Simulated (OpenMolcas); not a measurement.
# GeCNClF (SMILES N#[C][Ge]([F])[Cl]): methods side by side

The species is GeCNClF (5 atoms), meant as a doublet with charge 0. As SMILES, `N#[C][Ge]([F])[Cl]`. The shape is that of a PBE0-D4/def2-TZVP optimisation.

```jsonl
{"atom": "N", "x (Å)": "1.1698", "y (Å)": "-1.3329", "z (Å)": "1.5570"}
{"atom": "C", "x (Å)": "0.6477", "y (Å)": "-0.7550", "z (Å)": "0.7073"}
{"atom": "Ge", "x (Å)": "-0.0632", "y (Å)": "0.1272", "z (Å)": "-0.8534"}
{"atom": "F", "x (Å)": "-1.7221", "y (Å)": "-0.3430", "z (Å)": "-0.9134"}
{"atom": "Cl", "x (Å)": "0.0175", "y (Å)": "2.2301", "z (Å)": "-0.5390"}
```

Quantity: the dipole moment, in D. The values are calculated.

```tsv
level	kind	program	value (D)	CPU time
UHF/cc-pVDZ	Hartree–Fock	OpenMolcas	2.98	20 s
USVWN5/cc-pVDZ	LDA	OpenMolcas	2.30	43 s
U-revPBE/cc-pVDZ	GGA	OpenMolcas	2.32	50 s
UBLYP/cc-pVDZ	GGA	OpenMolcas	2.32	61 s
UPBE/cc-pVDZ	GGA	OpenMolcas	2.30	62 s
UM06-L/cc-pVDZ	meta-GGA	OpenMolcas	2.46	64 s
UTPSS/cc-pVDZ	meta-GGA	OpenMolcas	2.37	66 s
UBHLYP/cc-pVDZ	global hybrid	OpenMolcas	2.71	61 s
```

All-electron rows without a relativistic Hamiltonian named are non-relativistic. The values span 2.30 to 2.98 D. Magnitudes only. Times are those of the runs behind each value, whatever else they computed, on shared processors of several kinds: orders of magnitude only.

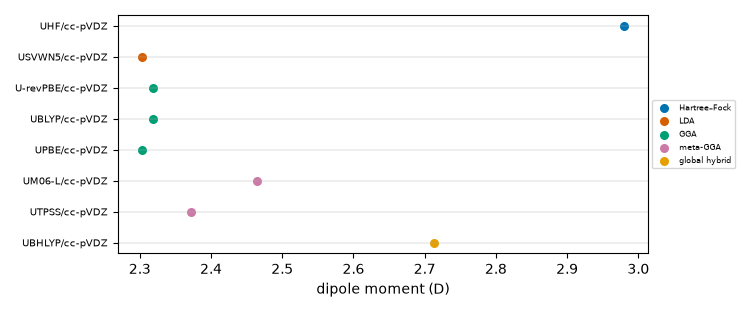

The values of the table, level by level.
